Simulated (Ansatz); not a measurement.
AlFGeH$_{6}$Si

The calculation's input:

```
crystal:
  periodic: [false, false, false]
  atoms:
    - { symbol: F, position_ang: [-1.5971, 2.5529, 1.0585] }
    - { symbol: Si, position_ang: [-0.1616, 1.9926, 0.5288] }
    - { symbol: Al, position_ang: [-0.1203, -0.3343, 0.871] }
    - { symbol: Ge, position_ang: [0.3052, -1.829, -1.0132] }
    - { symbol: H, position_ang: [0.015, 2.2657, -0.9219] }
    - { symbol: H, position_ang: [0.9239, 2.656, 1.2872] }
    - { symbol: H, position_ang: [-0.2219, -0.925, 2.3633] }
    - { symbol: H, position_ang: [0.3956, -0.986, -2.315] }
    - { symbol: H, position_ang: [-0.9816, -2.7764, -1.0802] }
    - { symbol: H, position_ang: [1.5258, -2.6678, -0.7755] }
basis:
  gaussian: { orbitals: def2-mTZVP }
hamiltonian:
  xc: pbe0
  dispersion: d4
relax:
  f_tol: 0.02
  max_steps: 50
output:
  orbitals: {}
```

Run with:

```sh
ansatz run input.yaml --threads 2 --pin off --max-ram 3072MiB --backend cpu --events-out ev --progress --plain --runs-dir out
```

The fields are those of the relaxed geometry.

Method: RKS PBE0-D4/def2-mTZVP in Ansatz 0.2.0.

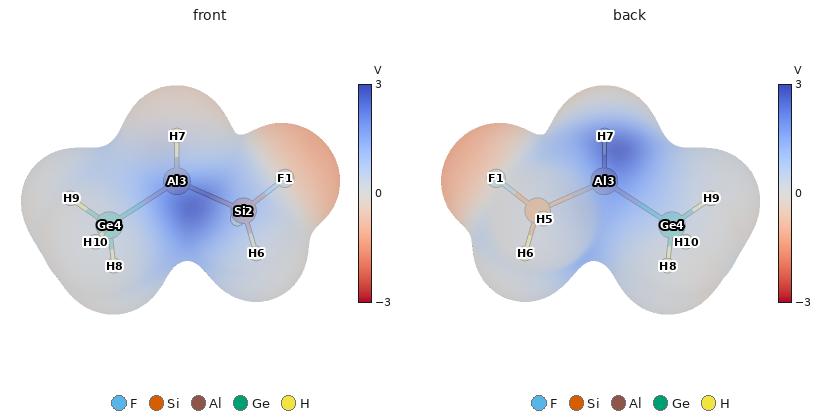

Figure 1. The electrostatic potential painted on the density surface at 0.001 e/bohr³, seen from the front and from behind; red is negative and blue positive.

Q: Which sites attract a positive test charge, and which a negative one?

A: A positive charge is drawn to the negative regions and a negative charge to the positive ones. The most negative region (about −1.1 V) lies over F1, the most positive (about +2.7 V) over Al3.

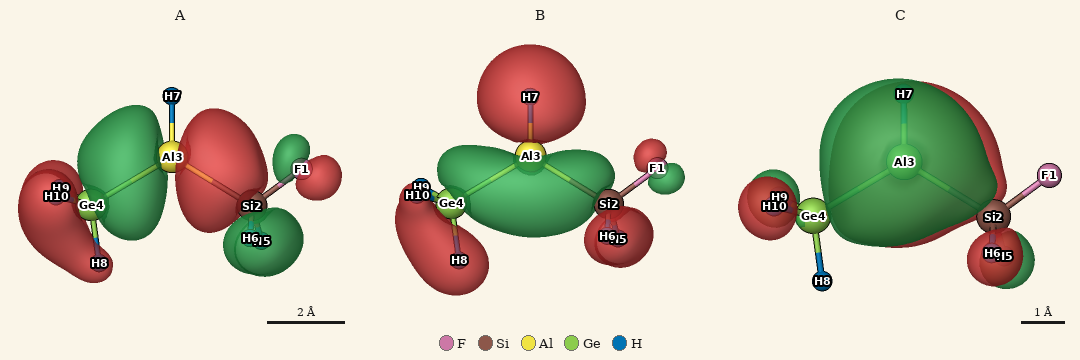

Figure 2. Three frontier orbitals at ±0.06 Å⁻³ᐟ² (green and red are the two phases), in no order.

Q: Which picture is the HOMO−1, the HOMO and the LUMO?

A: B is the HOMO−1 (−8.30 eV). By Hirshfeld shares it lies mainly on Al3 (about 30 %), H7 (about 30 %), Ge4 (about 15 %) and Si2 (about 10 %). A is the HOMO (−7.45 eV). Its weight (Hirshfeld) is mainly on Al3 (about 30 %), Ge4 (about 25 %) and Si2 (about 25 %). C is the LUMO (−2.57 eV). Its weight (Hirshfeld) is mainly on Al3 (about 65 %) and Ge4 (about 10 %).

Q: What is the HOMO–LUMO gap?

A: 4.88 eV between the orbital energies.

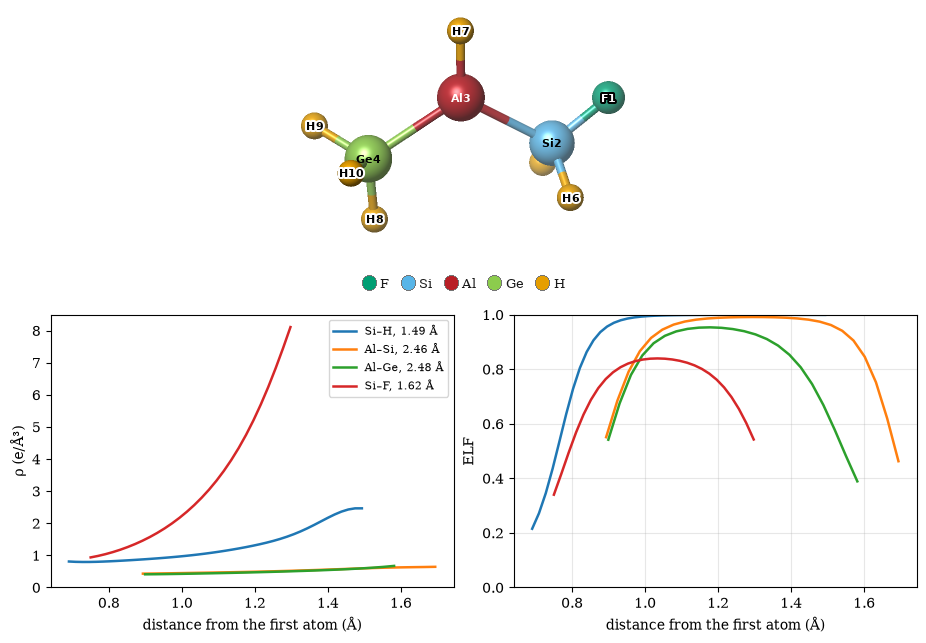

Figure 3. Electron density and ELF along straight lines between neighbouring atoms. The curves leave out the atomic cores. The structure is drawn too.

Q: Compare the contacts.

A: Si–H (1.49 Å): ρ at the midpoint is about 0.8 e/Å³; the ELF climbs to about 1 towards the hydrogen, as it does in any bond to H.
Al–Si (2.46 Å): ρ is about 0.5 e/Å³ halfway; the ELF peaks at about 1 between the atoms: localised, covalent bonding.
Al–Ge (2.48 Å): ρ is about 0.49 e/Å³ halfway; the ELF peaks at about 0.95 between the atoms: a shared electron pair.
Si–F (1.62 Å): ρ is about 1.1 e/Å³ halfway; the ELF peaks at about 0.85 in the valence shell of F, 0.6 Å from its nucleus, and is about 0.55 at the midpoint.
